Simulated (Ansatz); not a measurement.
# One shape, several levels: [SiPH4]− (SMILES [SiH2-]P)

Wanted: a comparison of 6 runs (B2PLYP/STO-3G, BHLYP/STO-3G, HSE06/STO-3G, r2SCAN/STO-3G, UCCSD(T)/STO-3G, FCI/STO-3G) of [SiPH4]−. 

The calculation is run with Ansatz 0.2.0.

**1. Starting point**

[SiPH4]− has 6 atoms, charge -1, and is taken as a singlet. As SMILES, `[SiH2-]P`. The H5–P2 distance was set to 2.063 Å, away from the relaxed value. At this shape a bond of the SMILES string is far longer than usual.

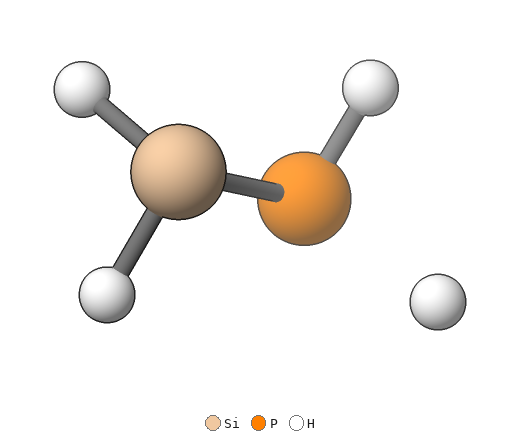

Viewed from a chosen angle; silicon light orange, phosphorus orange, hydrogen white.

**2. A single-point energy at B2PLYP/STO-3G (run 1)**

run.yaml reads:

```yaml
crystal:
  periodic: [false, false, false]
  atoms:
    - {symbol: Si, position_ang: [-0.023650, -1.266870, 0.383570]}
    - {symbol: P, position_ang: [-0.736530, 0.824360, 0.648790]}
    - {symbol: H, position_ang: [-0.768390, -1.847610, 1.553050]}
    - {symbol: H, position_ang: [-1.023380, -1.655130, -0.669670]}
    - {symbol: H, position_ang: [0.407400, 1.565440, -0.899820]}
    - {symbol: H, position_ang: [0.238050, 1.144710, 1.565030]}
basis:
  gaussian: {orbitals: STO-3G}
total_charge: -1
hamiltonian: {xc: {name: B2PLYP}}
correlation: {frozen_orbitals: {H: 0, P: 5, Si: 5}}
accuracy: high
```

Started as:

```sh
$ ansatz run run.yaml --threads 1 --pin off --max-ram 2610MiB --events-out events.jsonl --progress --plain --runs-dir runs
```

The program printed:

```text
Warning: RAYON_NUM_THREADS=1 ignored (pool sized by the plan → 1); use --threads N
Functional definition: B2PLYP
  name "B2PLYP"
  parameter a = 0.53
  parameter c = 0.27
  exchange = (1 - a)*b88_x + a*exact_x
  correlation = (1 - c)*lyp_c + c*(mp2_os + mp2_ss)
392 factors; integrals over basis functions are off by at most 2.6e-9 eV
mean field evaluation 1: about -17015.9268 eV, gradient 1.8e1 eV
mean field evaluation 2: about -17015.9290 eV, gradient 1.8e1 eV
mean field evaluation 4: about -17017.8329 eV, gradient 7.0e-1 eV
mean field evaluation 8: about -17017.8339 eV, gradient 1.4e-2 eV
mean field evaluation 16: about -17017.8339 eV, gradient 4.3e-7 eV
mean field -17017.83390218 eV, -625.3938608031 hartree, gradient 5.8e-8 eV, S^2 0.000000; 0 other end points of the search recorded, 0 dependent functions left out; unrestricted orbitals would lower it
10 core orbitals not correlated: weight in the atoms' cores, before any rotation towards them, 1.000 or more for the frozen orbitals, at most 0.000 for the correlated occupied ones
reference -17017.83392124 eV, -625.3938615034 hartree; 7, 7 occupied and 5, 5 virtual orbitals, 392 factors
second order -3.23647460 eV of doubles, -0.00000000 eV of singles
Total energy: -17018.70776938 eV, -625.4259748302 hartree
```

Wall time 1.2 s (1 thread of AMD EPYC 9R14 (Zen 4), shared host); peak memory 0.12 GiB.

**3. A single-point energy at BHLYP/STO-3G (run 2)**

input.yaml reads:

```yaml
crystal:
  periodic: [false, false, false]
  atoms:
    - {symbol: Si, position_ang: [-0.023650, -1.266870, 0.383570]}
    - {symbol: P, position_ang: [-0.736530, 0.824360, 0.648790]}
    - {symbol: H, position_ang: [-0.768390, -1.847610, 1.553050]}
    - {symbol: H, position_ang: [-1.023380, -1.655130, -0.669670]}
    - {symbol: H, position_ang: [0.407400, 1.565440, -0.899820]}
    - {symbol: H, position_ang: [0.238050, 1.144710, 1.565030]}
basis:
  gaussian:
    orbitals: STO-3G
accuracy: high
hamiltonian:
  xc: {name: BHLYP}
total_charge: -1
```

Started as:

```sh
$ ansatz run input.yaml --threads 1 --pin off --max-ram 2610MiB --events-out events.jsonl --progress --plain --runs-dir runs
```

The program printed:

```text
Warning: RAYON_NUM_THREADS=1 ignored (pool sized by the plan → 1); use --threads N
Functional definition: BHLYP
  name "BHLYP"
  parameter a = 0.5
[... 1 set-up line as earlier in the session ...]
  correlation = lyp_c
392 factors; integrals over basis functions are off by at most 2.6e-9 eV
mean field evaluation 1: about -17025.2553 eV, gradient 1.8e1 eV
mean field evaluation 2: about -17025.2252 eV, gradient 1.9e1 eV
mean field evaluation 4: about -17027.2278 eV, gradient 1.7e-1 eV
mean field evaluation 8: about -17027.2138 eV, gradient 2.3e-3 eV
mean field evaluation 16: about -17027.2138 eV, gradient 1.4e-7 eV
mean field -17027.21382465 eV, -625.7385665958 hartree, gradient 1.9e-8 eV, S^2 0.000000; 0 other end points of the search recorded, 0 dependent functions left out
reference -17027.21384496 eV, -625.7385673420 hartree; 17, 17 occupied and 5, 5 virtual orbitals, 392 factors
Total energy: -17027.21384496 eV, -625.7385673420 hartree
```

It took 0.87 s on 1 thread of AMD EPYC 9R14 (Zen 4), shared host; peak memory 0.12 GiB.

**4. A single-point energy at HSE06/STO-3G (run 3)**

molecule.yaml reads:

```yaml
crystal:
  periodic: [false, false, false]
  atoms:
    - {symbol: Si, position_ang: [-0.023650, -1.266870, 0.383570]}
    - {symbol: P, position_ang: [-0.736530, 0.824360, 0.648790]}
    - {symbol: H, position_ang: [-0.768390, -1.847610, 1.553050]}
    - {symbol: H, position_ang: [-1.023380, -1.655130, -0.669670]}
    - {symbol: H, position_ang: [0.407400, 1.565440, -0.899820]}
    - {symbol: H, position_ang: [0.238050, 1.144710, 1.565030]}
basis:
  gaussian: {orbitals: STO-3G}
total_charge: -1
hamiltonian: {xc: {name: HSE06}}
accuracy: high
```

Started as:

```sh
$ ansatz run molecule.yaml --threads 1 --pin off --max-ram 2610MiB --events-out events.jsonl --progress --plain --runs-dir runs
```

The program printed:

```text
Warning: RAYON_NUM_THREADS=1 ignored (pool sized by the plan → 1); use --threads N
Functional definition: HSE06
  name "HSE06"
  parameter a = 0.25
  parameter omega = 0.11/bohr
  exchange = pbe_x - a*pbe_x_sr(omega) + a*exact_x_sr(omega)
  correlation = pbe_c
392 factors; integrals over basis functions are off by at most 2.6e-9 eV
63 factors; integrals over basis functions are off by at most 2.4e-9 eV
mean field evaluation 1: about -17017.4882 eV, gradient 2.3e1 eV
mean field evaluation 2: about -17012.1069 eV, gradient 3.5e1 eV
mean field evaluation 4: about -17020.4399 eV, gradient 1.0e0 eV
mean field evaluation 8: about -17020.4093 eV, gradient 9.4e-2 eV
mean field evaluation 16: about -17020.4094 eV, gradient 4.1e-7 eV
mean field -17020.40935407 eV, -625.4885069144 hartree, gradient 4.3e-9 eV, S^2 0.000000; 0 other end points of the search recorded, 0 dependent functions left out
reference -17020.40935603 eV, -625.4885069864 hartree; 17, 17 occupied and 5, 5 virtual orbitals, 392 factors
Total energy: -17020.40935603 eV, -625.4885069864 hartree
```

It took 0.97 s on 1 thread of AMD EPYC 9R14 (Zen 4), shared host; peak memory 0.12 GiB.

Runs 4 to 5 aren't shown in full; the table further down has their settings and results.

**5. A single-point energy at FCI/STO-3G (run 6)**

molecule.yaml: that of step 4 with these lines changed.

```diff
@@ -1 +1,4 @@
+basis:
+  gaussian:
+    orbitals: STO-3G
 crystal:
@@ -9,6 +12,6 @@
     - {symbol: H, position_ang: [0.238050, 1.144710, 1.565030]}
-basis:
-  gaussian: {orbitals: STO-3G}
 total_charge: -1
-hamiltonian: {xc: {name: HSE06}}
+correlation:
+  method: fci
+  frozen_orbitals: {H: 0, P: 5, Si: 5}
 accuracy: high
```

Started as:

```sh
$ ansatz run molecule.yaml --threads 1 --pin off --max-ram 2610MiB --events-out events.jsonl --progress --plain --runs-dir runs
```

The program printed:

```text
Warning: RAYON_NUM_THREADS=1 ignored (pool sized by the plan → 1); use --threads N
Functional definition: HF
  name "HF"
  exchange = exact_x
  correlation = 0
392 factors; integrals over basis functions are off by at most 2.6e-9 eV
mean field evaluation 1: about -16992.8220 eV, gradient 1.3e1 eV
mean field evaluation 2: about -16992.8665 eV, gradient 1.3e1 eV
mean field evaluation 4: about -16993.9326 eV, gradient 1.0e0 eV
mean field evaluation 8: about -16993.9439 eV, gradient 2.1e-2 eV
mean field -16993.94394471 eV, -624.5159210593 hartree, gradient 7.9e-8 eV, S^2 0.000000; 0 other end points of the search recorded, 0 dependent functions left out; unrestricted orbitals would lower it
mean field evaluation 16: about -16994.3272 eV, gradient 4.8e-1 eV
10 core orbitals not correlated: weight in the atoms' cores, before any rotation towards them, 1.000 or more for the frozen orbitals, at most 0.000 for the correlated occupied ones
reference -16993.94394471 eV, -624.5159210593 hartree; 7, 7 occupied and 5, 5 virtual orbitals, 392 factors
state -16997.52546580 eV, -624.6475395315 hartree
Total energy: -16997.52546580 eV, -624.6475395315 hartree
```

It took 1.9 s on 1 thread of AMD EPYC 9R14 (Zen 4), shared host; peak memory 0.13 GiB.

**6. The series**

```tsv
run	level	frozen core orbitals	energy (Eh)	wall time
1	B2PLYP/STO-3G	10	-625.425975	1.2 s
2	BHLYP/STO-3G	–	-625.738567	0.87 s
3	HSE06/STO-3G	–	-625.488507	0.97 s
4	r2SCAN/STO-3G	–	-625.711240	1.9 s
5	UCCSD(T)/STO-3G	10	-624.646829	0.32 s
6	FCI/STO-3G	10	-624.647540	1.9 s
```

**7. Results**

```
                                           quantity          value
                                run 6: total energy  -624.64754 Eh
run 6: correlation energy (10 core orbitals frozen)     -131.6 mEh
```

**Reading.** Against full CI in this basis: UCCSD(T) +0.7 mEh. Totals of different functionals can't be ranked against each other. In run 1 the log says that unrestricted orbitals would lower the reference, so the values rest on an unstable closed-shell determinant (other closed-shell runs at this shape may share the fault). In runs 1, 2, 3, 4, 5, 6 the basis is minimal, so the values are rough. Spin contamination of the reference: run 5 ⟨S²⟩ = 0.51. All runs together took 7.2 s, the longest 1.9 s.
